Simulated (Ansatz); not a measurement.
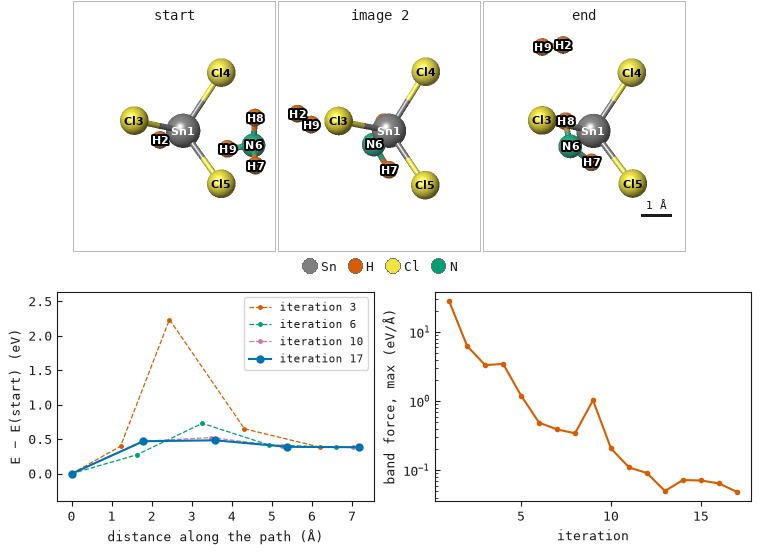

NEB run on SnNH₄Cl₃, made up at the start of SnHCl$_{3}$ and NH$_{3}$. Images are numbered from 0 (start) to 4 (end). The plot follows the band through its iterations. A ball-and-stick model, seen from a free direction.

Method: Ansatz 0.2.0, RKS PBE/def2-SVP.

Input
```yaml
crystal:
  periodic: [false, false, false]
  atoms:
    - { symbol: Sn, position_ang: [0.235131, 0.015984, -0.023532] }
    - { symbol: H, position_ang: [0.467696, -0.125699, 1.671295] }
    - { symbol: Cl, position_ang: [2.360547, 0.055914, -1.044845] }
    - { symbol: Cl, position_ang: [-0.801906, 2.028731, -0.69809] }
    - { symbol: Cl, position_ang: [-0.878984, -1.818329, -1.011257] }
    - { symbol: "N", position_ang: [-2.815639, -0.041178, 1.433968] }
    - { symbol: H, position_ang: [-2.692945, -0.823836, 0.78301] }
    - { symbol: H, position_ang: [-2.647427, 0.840165, 0.937619] }
    - { symbol: H, position_ang: [-2.154573, -0.131751, 2.211032] }
basis:
  gaussian: { orbitals: def2-SVP }
hamiltonian:
  xc: pbe
neb:
  order_check: false
  images: 3
  f_tol: 0.05
  max_iterations: 60
  climbing: false
  final_atoms:
    - { symbol: Sn, position_ang: [-0.58829398, -0.31578938, -0.54505814] }
    - { symbol: H, position_ang: [-0.69824549, 1.72202545, 2.39034124] }
    - { symbol: Cl, position_ang: [1.57142248, -1.02091321, 0.04711204] }
    - { symbol: Cl, position_ang: [-0.5299973, 2.05133821, -0.66181899] }
    - { symbol: Cl, position_ang: [-1.12574909, -1.17093251, -2.67030699] }
    - { symbol: "N", position_ang: [-1.95273872, -1.0655026, 0.7878097] }
    - { symbol: H, position_ang: [-2.86568918, -1.11884161, 0.30816567] }
    - { symbol: H, position_ang: [-2.06511263, -0.39299747, 1.56214401] }
    - { symbol: H, position_ang: [-0.6736961, 1.3116141, 3.04081146] }
  initial_path:
    images:
      - { positions_ang: [[0.235131, 0.015984, -0.023532], [0.467696, -0.125699, 1.671295], [2.360547, 0.055914, -1.044845], [-0.801906, 2.028731, -0.69809], [-0.878984, -1.818329, -1.011257], [-2.815639, -0.041178, 1.433968], [-2.692945, -0.823836, 0.78301], [-2.647427, 0.840165, 0.937619], [-2.154573, -0.131751, 2.211032]] }
      - { positions_ang: [[0.11739861, 0.01453905, -0.01202507], [0.23439301, -0.07480096, 1.88022445], [2.31612021, 0.04700963, -0.92454717], [-0.97360083, 2.00845176, -0.7327429], [-1.00281163, -1.88134786, -0.92414496], [-2.54651553, -0.02615494, 1.09574561], [-2.84389021, -0.71839039, 0.52199541], [-2.60646824, 0.71007392, 1.26321641], [-1.62272538, -0.07937922, 2.09147822]] }
      - { positions_ang: [[-0.00033379, 0.0130941, -0.00051814], [0.00109003, -0.02390291, 2.08915389], [2.27169341, 0.03810527, -0.80424934], [-1.14529567, 1.98817252, -0.76739579], [-1.12663925, -1.94436672, -0.83703292], [-2.27739207, -0.01113187, 0.75752322], [-2.99483542, -0.61294478, 0.26098082], [-2.56550949, 0.57998284, 1.58881381], [-1.09087776, -0.02700744, 1.97192445]] }
      - { positions_ang: [[-0.29431389, -0.15134764, -0.27278814], [-0.34857773, 0.84906127, 2.23974757], [1.92155795, -0.49140397, -0.37856865], [-0.83764648, 2.01975537, -0.71460739], [-1.12619417, -1.55764961, -1.75366996], [-2.11506539, -0.53831723, 0.77266646], [-2.9302623, -0.86589319, 0.28457324], [-2.31531106, 0.09349269, 1.57547891], [-0.88228693, 0.64230333, 2.50636795]] }
      - { positions_ang: [[-0.58829398, -0.31578938, -0.54505814], [-0.69824549, 1.72202545, 2.39034124], [1.57142248, -1.02091321, 0.04711204], [-0.5299973, 2.05133821, -0.66181899], [-1.12574909, -1.17093251, -2.67030699], [-1.95273872, -1.0655026, 0.7878097], [-2.86568918, -1.11884161, 0.30816567], [-2.06511263, -0.39299747, 1.56214401], [-0.6736961, 1.3116141, 3.04081146]] }
```

Command:
```bash
ansatz run input.yaml --threads 2 --pin off --max-ram 3072MiB --backend cpu --events-out ev --progress --plain --runs-dir out
```

Question: Did the band converge, and can the barrier be trusted?

Answer: The run is converged, with reservations. The band converged in 17 iterations. The largest component of the band force went from 28 to 0.049 eV/Å. No image climbed, so the highest image needn't lie on the saddle point, and the true maximum along this path can be higher. So few images resolve the path coarsely. The first iteration put the highest image at 5.19 eV. The highest point, image 2, lies 0.48 eV above the start and 0.10 eV above the end; the end is at +0.38 eV relative to the start.

Limits of the set-up: the start holds two separate molecules, 2.7 Å apart at their closest, whose relative position is a soft coordinate and is computed without a dispersion correction.

The run took 2.6 min on 2 threads of Arm Neoverse V1, on a shared host, peak memory 0.17 GiB.
